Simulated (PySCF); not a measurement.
# CH2BrF (SMILES FCBr) at 6 levels

Aim: a comparison of 6 runs (HF/3-21G, HF/cc-pVDZ, TPSS/STO-3G, B3LYP/6-31G*, BP86/def2-SVP, MP2/pcseg-1) of CH2BrF. Input form: a Python script.

Program for the calculation: PySCF 2.14.0.

## (1) The structure to begin with

The species is CH2BrF (5 atoms), meant as a singlet with charge 0. SMILES: `FCBr`. The shape is that of a PBE0-D4/def2-TZVP optimisation.

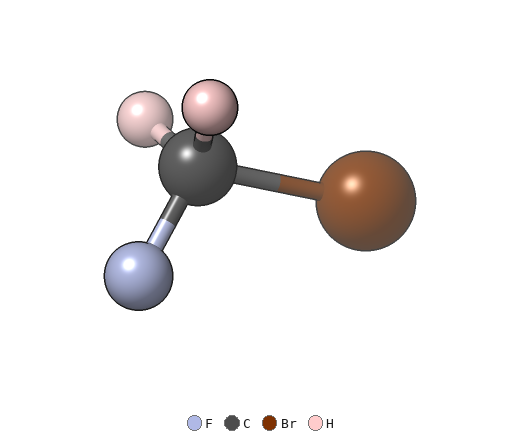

The structure, seen from a chosen angle (fluorine light blue, carbon dark grey, bromine brown, hydrogen pink).

## (2) Energy and gradient at HF/3-21G (run 1)

Input file calc.py:

```python
from pyscf import gto, scf

mol = gto.M(
    atom='''
F    0.686900   1.170700   0.163000
C    0.150000  -0.066700   0.076600
Br  -1.544900  -0.012500  -0.855200
H    0.807700  -0.713600  -0.500400
H   -0.049700  -0.451500   1.074600
''',
    verbose=3,
    max_memory=1860,
    charge=0,
    basis='3-21g',
)

mf = scf.RHF(mol)
mf.conv_tol = 1e-10
mf.kernel()
if not mf.converged:
    mf = mf.newton().run(mf.mo_coeff, mf.mo_occ)

e_tot = mf.e_tot
print('E = %.10f Eh' % e_tot)
grad = mf.nuc_grad_method().kernel()
mf.analyze()
```

Run with:

```bash
$ OMP_NUM_THREADS=1 python calc.py
```

Output:

```text
converged SCF energy = -2697.74437659717
[... 13 lines left out ...]
MO #4   energy= -57.9740162736101  occ= 2
[... 7 lines left out ...]
MO #12  energy= -3.09288530322384  occ= 2
[... 7 lines left out ...]
MO #20  energy= -0.740049172174736 occ= 2
[... 7 lines left out ...]
MO #28  energy= 0.270415438604566  occ= 0
[... 7 lines left out ...]
MO #36  energy= 0.977014900394515  occ= 0
[... 7 lines left out ...]
MO #44  energy= 3.95479826199455   occ= 0
[... 6 lines left out ...]
Dipole moment(X, Y, Z, Debye):  0.73624, -1.99035,  0.73204
```

It took 3.3 s on 1 thread of Intel Xeon at 2.70GHz, shared host; peak memory 0.12 GiB.

## (3) Energy and forces at HF/cc-pVDZ (run 2)

Input file input.py:

```python
# FCBr
from pyscf import gto

mol = gto.Mole()
mol.atom = [
    ('F', (0.686900, 1.170700, 0.163000)),
    ('C', (0.150000, -0.066700, 0.076600)),
    ('Br', (-1.544900, -0.012500, -0.855200)),
    ('H', (0.807700, -0.713600, -0.500400)),
    ('H', (-0.049700, -0.451500, 1.074600)),
]
mol.max_memory = 1860
mol.charge = 0
mol.basis = 'cc-pvdz'
mol.verbose = 4
mol.build()

calc0 = mol.RHF()
calc0.conv_tol = 1e-10
calc0.kernel()
if not calc0.converged:
    calc0 = calc0.newton().run(calc0.mo_coeff, calc0.mo_occ)

etot = calc0.e_tot
print(f'total energy: {etot:.8f} hartree')
grad = calc0.nuc_grad_method().kernel()
calc0.analyze()
```

Run with:

```bash
$ OMP_NUM_THREADS=1 python input.py
```

Output:

```text
PySCF version 2.14.0

[... 78 lines left out ...]
DFT Exchange-Correlation Energy =     -105.599074356052824
[... 14 lines left out ...]
MO #13  energy= -3.20444338376726  occ= 2
[... 12 lines left out ...]
MO #26  energy= -0.414110725688507 occ= 2
[... 12 lines left out ...]
MO #39  energy= 0.766420091126784  occ= 0
[... 12 lines left out ...]
MO #52  energy= 1.86960885031307   occ= 0
[... 12 lines left out ...]
MO #65  energy= 4.47393029400376   occ= 0
[... 73 lines left out ...]
Dipole moment(X, Y, Z, Debye):  0.86321, -1.73135,  0.75806
```

Wall time 5.1 s (1 thread of Intel Xeon at 2.70GHz, shared host); peak memory 0.14 GiB.

Runs 3 to 4 aren't shown in full; the table further down has their settings and results.

## (4) Energy and gradient at BP86/def2-SVP (run 5)

Input file run.py:

```python
from pyscf import gto, dft

mol = gto.M(
    atom='''
F      0.686900     1.170700     0.163000
C      0.150000    -0.066700     0.076600
Br    -1.544900    -0.012500    -0.855200
H      0.807700    -0.713600    -0.500400
H     -0.049700    -0.451500     1.074600
''',
    basis='def2-svp',
    verbose=4,
    max_memory=1860,
)

ks = dft.RKS(mol, xc='bp86')
ks.conv_tol = 1e-10
ks.grids.level = 5
ks.kernel()
if not ks.converged:
    ks = ks.newton().run(ks.mo_coeff, ks.mo_occ)

e_tot = ks.e_tot
print(f'total energy: {e_tot:.8f} hartree')
grad = ks.nuc_grad_method().kernel()
ks.analyze()
```

Run with:

```bash
$ OMP_NUM_THREADS=1 python run.py
```

Output:

```text
PySCF version 2.14.0

[... 94 lines left out ...]
DFT Exchange-Correlation Energy =     -108.216661129192886
[... 15 lines left out ...]
MO #14  energy= -2.48917642285616  occ= 2
[... 13 lines left out ...]
MO #28  energy= 0.0493416285916379 occ= 0
[... 13 lines left out ...]
MO #42  energy= 0.603119355734783  occ= 0
[... 13 lines left out ...]
MO #56  energy= 2.00454951846825   occ= 0
[... 13 lines left out ...]
MO #70  energy= 3.6558848715301    occ= 0
[... 78 lines left out ...]
Dipole moment(X, Y, Z, Debye):  0.81470, -1.30999,  0.66154
```

Run time: 19 s. Hardware: 1 thread of Intel Xeon at 2.70GHz, shared host; peak memory 0.69 GiB.

## (5) Energy and gradient at MP2/pcseg-1 (run 6)

Input file calc.py:

```python
# FCBr
from pyscf import gto, scf, mp

molecule = gto.Mole()
molecule.atom = '''
F        0.686900       1.170700       0.163000
C        0.150000      -0.066700       0.076600
Br      -1.544900      -0.012500      -0.855200
H        0.807700      -0.713600      -0.500400
H       -0.049700      -0.451500       1.074600
'''
molecule.verbose = 4
molecule.max_memory = 1860
molecule.basis = 'pcseg-1'
molecule.spin = 0
molecule.build()

mf = scf.RHF(molecule)
mf.conv_tol = 1e-10
mf.kernel()
if not mf.converged:
    mf = mf.newton().run(mf.mo_coeff, mf.mo_occ)

pt = mp.MP2(mf, frozen=11).run()
energy = pt.e_tot
print('E = %.10f Eh' % energy)
grad = pt.nuc_grad_method().kernel()
mf.analyze()
```

Run with:

```bash
$ OMP_NUM_THREADS=1 python calc.py
```

Output:

```text
PySCF version 2.14.0

[... 83 lines left out ...]
DFT Exchange-Correlation Energy =     -105.532503882395076
[... 14 lines left out ...]
MO #13  energy= -3.21100413206452  occ= 2
[... 12 lines left out ...]
MO #26  energy= -0.419097759800231 occ= 2
[... 12 lines left out ...]
MO #39  energy= 0.795640036951202  occ= 0
[... 12 lines left out ...]
MO #52  energy= 2.14488454556558   occ= 0
[... 12 lines left out ...]
MO #65  energy= 3.64831113590697   occ= 0
[... 73 lines left out ...]
Dipole moment(X, Y, Z, Debye):  0.87862, -1.84737,  0.78575
```

Run time: 17 s. Hardware: 1 thread of Intel Xeon at 2.70GHz, shared host; peak memory 0.38 GiB.

## (6) All runs side by side

| run | level | integration grid | Cartesian functions | energy (Eh) | dipole moment (D) of the reference | HOMO energy (eV) | LUMO energy (eV) | wall time |
| --- | --- | --- | --- | --- | --- | --- | --- | --- |
| 1 | HF/3-21G | – | no | -2697.744377 | 2.24 | -11.11 | 4.35 | 3.3 s |
| 2 | HF/cc-pVDZ | – | no | -2710.847253 | 2.08 | -11.27 | 3.89 | 5.1 s |
| 3 | TPSS/STO-3G | 5 | no | -2683.169500 | 1.49 | -3.71 | 3.37 | 14 s |
| 4 | B3LYP/6-31G* (Cartesian functions) | 5 | yes | -2713.016927 | 1.84 | -7.88 | -0.25 | 37 s |
| 5 | BP86/def2-SVP | 5 | no | -2713.146335 | 1.68 | -6.81 | -0.96 | 19 s |
| 6 | MP2/pcseg-1 | – | no | -2710.943715 | 2.19 | -11.40 | 3.53 | 17 s |

## (7) Summary of results

| quantity | value |
| --- | --- |
| run 6: total energy | -2710.94372 Eh |
| run 6: dipole moment (Hartree–Fock density) | 2.19 D |
| run 6: HOMO energy (Hartree–Fock orbitals) | -11.40 eV |
| run 6: LUMO energy (Hartree–Fock orbitals) | 3.53 eV |
| run 6: HOMO–LUMO gap (Hartree–Fock orbitals) | 14.94 eV |
| run 6: correlation energy (11 core orbitals frozen) | -445.8 mEh |
| run 6: largest force on an atom | 0.686 eV/Å |

**Reading.** Over runs 1, 2, 3, 4, 5 the dipole moment (its size) runs from 1.49 D (TPSS/STO-3G) to 2.24 D (HF/3-21G). The two ends differ in method and basis. Over runs 1, 2, 3, 4, 5 the HOMO–LUMO gap runs from 5.85 eV (BP86/def2-SVP) to 15.46 eV (HF/3-21G). Totals of different functionals can't be ranked against each other. In run 3 the basis is minimal, so the values are rough. All runs together took 95 s, the longest 37 s.
